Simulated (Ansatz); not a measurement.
# wB97-D3(BJ)-ATM/SBKJC-VDZ (core potential, accuracy low, damping of pbe) run of B2ClH3OS (SMILES BSB(O)Cl)

We compute a geometry optimisation of B2ClH3OS. 

Program for the calculation: Ansatz 0.2.0.

## 1. The structure to begin with

The species is B2ClH3OS (8 atoms), typed as a singlet with charge 0. As SMILES, `BSB(O)Cl`. Geometry: relaxed at PBE0-D4/def2-TZVP. The run starts from this shape.

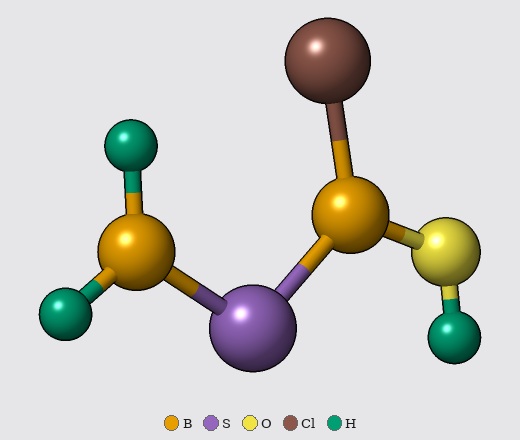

The structure, seen from a chosen angle (boron amber, sulfur purple, oxygen yellow, chlorine brown, hydrogen teal).

## 2. A geometry optimisation at wB97-D3(BJ)-ATM/SBKJC-VDZ (core potential, accuracy low, damping of pbe)

job.yaml reads:

```yaml
crystal:
  periodic: [false, false, false]
  atoms:
    - {symbol: B, position_ang: [-0.692400, 0.046900, 1.667900]}
    - {symbol: S, position_ang: [-1.023900, 0.057700, -0.080400]}
    - {symbol: B, position_ang: [0.593700, -0.049400, -0.954900]}
    - {symbol: O, position_ang: [0.593200, -0.057300, -2.300500]}
    - {symbol: Cl, position_ang: [2.142800, -0.141200, -0.151500]}
    - {symbol: H, position_ang: [0.415800, -0.020700, 2.088900]}
    - {symbol: H, position_ang: [-1.653800, 0.111600, 2.368200]}
    - {symbol: H, position_ang: [-0.283200, -0.004800, -2.693500]}
basis:
  gaussian:
    orbitals: SBKJC-VDZ.json
    final_grid: {core_spheres: 4, valence_spheres: 4, degree: 11}
magnetization:
  spin_polarized: false
hamiltonian:
  xc: {name: wB97}
  dispersion: {method: d3bjatm, functional: pbe}
accuracy: low
scf:
  lower_state_search: full
relax:
  f_tol: 0.02
```

The basis set SBKJC-VDZ is read from a file made from the Basis Set Exchange's data (not shown).

Command:

```bash
$ ansatz run job.yaml --threads 1 --pin off --max-ram 2610MiB --events-out events.jsonl --progress --plain --runs-dir runs
```

Log:

```text
Warning: RAYON_NUM_THREADS=1 ignored (pool sized by the plan → 1); use --threads N
The last accepted step is kept in runs//last_step.txt (removed where the run ends without a failure and the disk answers)
[... 85 lines left out ...]
Total energy: -1318.74456497 eV, -48.4629688853 hartree
[... 8 lines left out ...]
Dipole moment:    -0.400705     0.024895    -0.068205 e Å
```

It took 16 s on 1 thread of Intel Xeon Platinum 8488C (Sapphire Rapids), shared host; peak memory 0.16 GiB.

Steps, from the record of the run:

```
step  energy from the first frame kept (eV)  largest force (eV/Å)
   1                                 0.0000                1.3635
   2                                -0.1035                0.5907
   3                                -0.1261                0.3319
   4                                -0.1271                0.2894
   5                                -0.1245                0.3196
   6                                -0.1317                0.1597
   7                                -0.1333                0.0353
   8                                -0.1333                0.0103
```

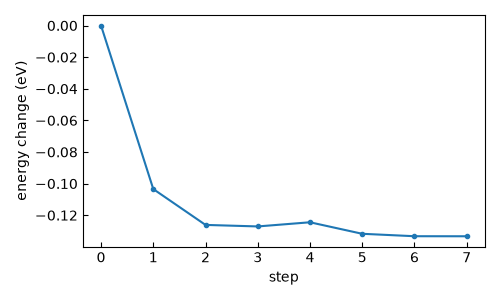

Energy along the run.

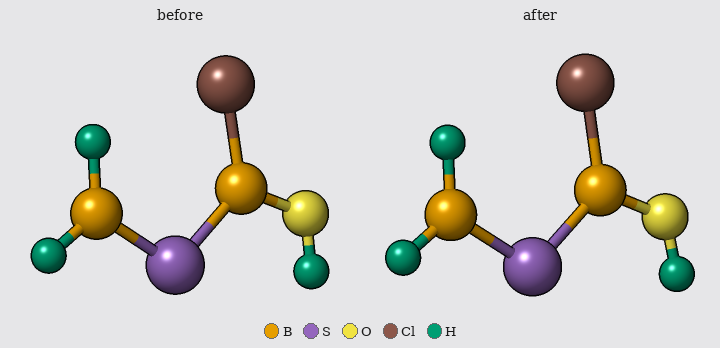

Before and after, at one scale.

After the run. Bond lengths: B1–S2 1.833 Å, S2–B3 1.870 Å, B3–O4 1.361 Å, B3–Cl5 1.800 Å, B1–H6 1.197 Å, B1–H7 1.196 Å, O4–H8 0.974 Å. Angles: B1–S2–B3 109.1°, S2–B3–O4 118.2°, S2–B3–Cl5 124.1°, O4–B3–Cl5 117.8°, S2–B1–H6 120.3°, S2–B1–H7 115.4°, B3–O4–H8 122.1°, H6–B1–H7 124.3°.

## 3. What came out

At wB97-D3(BJ)-ATM/SBKJC-VDZ (core potential, accuracy low, damping of pbe):

| quantity | value |
| --- | --- |
| total energy at the end | -48.46297 Eh |
| dipole moment | 1.96 D |
| dispersion energy | -18.64 kJ/mol |

**Reading.** At the final geometry: Bond lengths: B1–S2 1.833 Å, S2–B3 1.870 Å, B3–O4 1.361 Å, B3–Cl5 1.800 Å, B1–H6 1.197 Å, B1–H7 1.196 Å, O4–H8 0.974 Å. Angles: B1–S2–B3 109.1°, S2–B3–O4 118.2°, S2–B3–Cl5 124.1°, O4–B3–Cl5 117.8°, S2–B1–H6 120.3°, S2–B1–H7 115.4°, B3–O4–H8 122.1°, H6–B1–H7 124.3°. The optimisation took 7 steps and changed the energy by -0.133 eV. Mulliken charges run from -0.32 on O4 to +0.41 on H8. The accuracy setting is loose, so the last digits carry no meaning.
